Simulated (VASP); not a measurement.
Band structure of BN (hex). Computed with modified Becke-Johnson potential (mBJ), VASP's PBE PAW potentials (set 64) (plane waves; VASP).

mBJ is a potential without an energy functional, so only the levels count. Without a dispersion term in the relaxation, distances and binding between the weakly bound layers, chains or molecules are unreliable, and so is what depends on them.

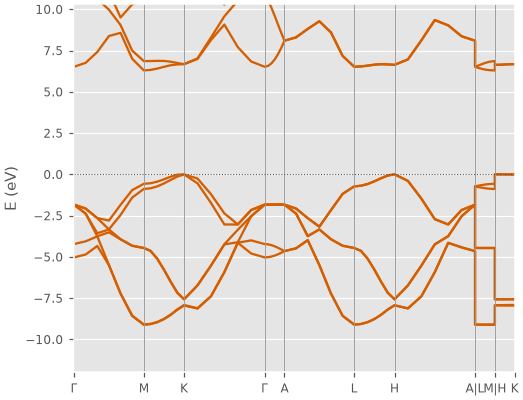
Figure: Bands along high-symmetry lines, zero at the valence-band maximum or, without a gap, the Fermi level

Problem. Read the plot: is there a gap, and where are the band edges?

Solution. The gap is indirect, 6.30 eV, from the valence maximum at H to the conduction minimum at M.

The compound is BN in the hex structure. It was relaxed first, which changed the volume by +16 %. The cell's shape comes from a PBE relaxation.
